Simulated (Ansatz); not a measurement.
**Frequency calculation of AlNH₆**

The run: frequency calculation of AlNH₆. Method and program: RKS BHLYP-D4/def2-SVP (Ansatz 0.2.0).

It belongs to a series of runs on one base structure; here: vibrations at the highest image of the band. Figures and captions count atoms from 1; the log counts them from 0 in places.

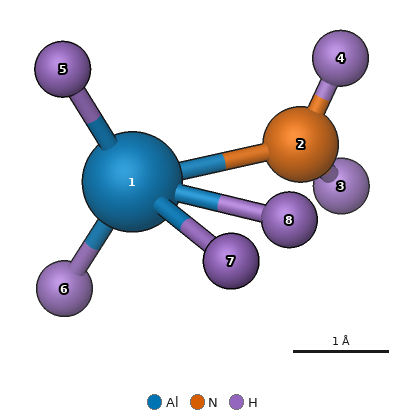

Fig. 1: The structure (ball-and-stick view, seen at a tilt; atoms are numbered from 1 in the order of the input). Sticks mark near contacts. Bond lengths as drawn: Al–H 1.57 to 1.82 Å, Al–N 1.90 Å and H–N 1.01 Å.

## Input file
```yaml
crystal:
  periodic: [false, false, false]
  atoms:
    - { symbol: Al, position_ang: [-0.016909, 0.078458, 0.182016] }
    - { symbol: "N", position_ang: [-0.036975, 0.227708, 2.077952] }
    - { symbol: H, position_ang: [-0.827765, -0.050408, 2.642048] }
    - { symbol: H, position_ang: [0.809069, 0.160365, 2.626725] }
    - { symbol: H, position_ang: [1.409291, -0.143051, -0.44415] }
    - { symbol: H, position_ang: [-1.365194, -0.441725, -0.440704] }
    - { symbol: H, position_ang: [-0.212672, 1.862974, 0.464423] }
    - { symbol: H, position_ang: [-0.174043, 1.428882, 1.35809] }
basis:
  gaussian: { orbitals: def2-SVP }
hamiltonian:
  xc: { name: BHLYP }
  dispersion: d4
phonons: {}
```

Run on 1 thread of Intel Xeon (Granite Rapids), 192 GiB of memory available, shared host.

Launched with:
```bash
ansatz run input.yaml --threads 1 --pin off --max-ram 2048MiB --backend cpu --events-out ev --progress --plain --runs-dir out
```

## Output
```
Engine: ansatz 0.2.0, x86_64-unknown-linux-gnu
Functional definition: BHLYP
  parameter a = 0.5
  exchange = (1 - a)*b88_x + a*exact_x
  correlation = lyp_c
661 factors; integrals over basis functions are off by at most 4.3e-4 eV
mean field evaluation 1: about -8175.7582 eV, gradient 4.2e1 eV
mean field evaluation 2: about -8174.4893 eV, gradient 4.7e1 eV
mean field evaluation 4: about -8179.3107 eV, gradient 3.0e-1 eV
mean field evaluation 8: about -8179.3117 eV, gradient 6.5e-3 eV
mean field -8179.31168788 eV, -300.5841603931 hartree, gradient 4.9e-5 eV, S^2 0.000000; 0 other end points of the search recorded, 0 dependent functions left out
the calculation of the forces begins
reference -8179.31184987 eV, -300.5841663459 hartree; 13, 13 occupied and 49, 49 virtual orbitals, 661 factors
these checks for a lower state are left out or cut short: stability, starts, cluster_reference, orbital_swaps, neighbouring_geometries, increment
661 factors; integrals over basis functions are off by at most 4.3e-4 eV
mean field evaluation 16: about -8179.3116 eV, gradient 2.2e-5 eV
mean field -8179.31155606 eV, -300.5841555486 hartree, gradient 1.8e-6 eV, S^2 0.000000; 0 other end points of the search recorded, 0 dependent functions left out
[... from here on the field's lines of each further geometry are left out, up to the last ...]
the calculation of the forces begins
reference -8179.31181192 eV, -300.5841649513 hartree; 13, 13 occupied and 49, 49 virtual orbitals, 661 factors
these checks for a lower state are left out or cut short: stability, starts, cluster_reference, orbital_swaps, neighbouring_geometries, increment
661 factors; integrals over basis functions are off by at most 4.3e-4 eV
mean field -8179.31171721 eV, -300.5841614710 hartree, gradient 1.3e-6 eV, S^2 0.000000; 0 other end points of the search recorded, 0 dependent functions left out
the calculation of the forces begins
reference -8179.31187924 eV, -300.5841674253 hartree; 13, 13 occupied and 49, 49 virtual orbitals, 661 factors
WARN: phonons: modes at or below zero, which the zero-point energy, F, S and C_V leave out: 1, the lowest at -1425.15 cm⁻¹. A minimum has none, and a first-order saddle one
Total energy: -8179.42634993 eV, -300.5883741456 hartree
Atom 0 at    -0.016909     0.078458     0.182016 Å, force    -0.018139    -0.009639    -0.021006 eV/Å
Atom 1 at    -0.036975     0.227708     2.077952 Å, force     0.030569     0.010035     0.010319 eV/Å
Atom 2 at    -0.827765    -0.050408     2.642048 Å, force    -0.003094    -0.002424    -0.001805 eV/Å
Atom 3 at     0.809069     0.160365     2.626725 Å, force    -0.010843    -0.009314     0.013999 eV/Å
Atom 4 at     1.409291    -0.143051    -0.444150 Å, force     0.001441     0.002431     0.001714 eV/Å
Atom 5 at    -1.365194    -0.441725    -0.440704 Å, force     0.004438     0.001302    -0.000819 eV/Å
Atom 6 at    -0.212672     1.862974     0.464423 Å, force    -0.001746    -0.005104     0.004032 eV/Å
Atom 7 at    -0.174043     1.428882     1.358090 Å, force    -0.002626     0.012713    -0.006432 eV/Å
Dipole moment:     0.009263    -0.051338     0.523635 e Å
Vibrations: -1425.15 313.38 428.26 622.85 636.37 643.25 757.43 777.89 788.42 979.90 1517.26 1567.86 1861.41 1903.84 1996.43 1997.87 3641.32 3737.97 cm⁻¹, zero-point energy 1.498455 eV
```

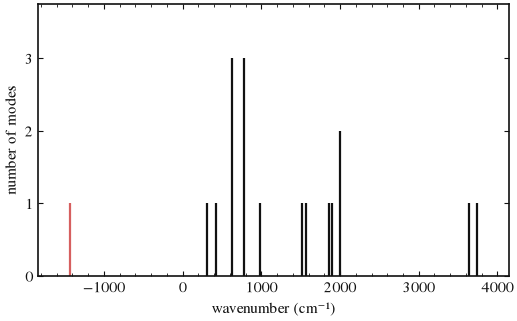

Fig. 2: Harmonic vibrational wavenumbers from the force constants; neighbouring modes closer than 23 cm⁻¹ are counted in one stick, and imaginary ones are drawn at negative wavenumbers. 18 modes from 1425i to 3738 cm⁻¹, 1 imaginary beyond 8i (1425i cm⁻¹): a first-order saddle point, if the geometry is stationary.

## Summary

- outcome: converged
- total energy: −8179.4263 eV
- mean-field energy: −8179.3118 eV
- largest force (length of the vector): 0.034 eV/Å
- wall time: 28 s
- peak memory: 0.12 GiB
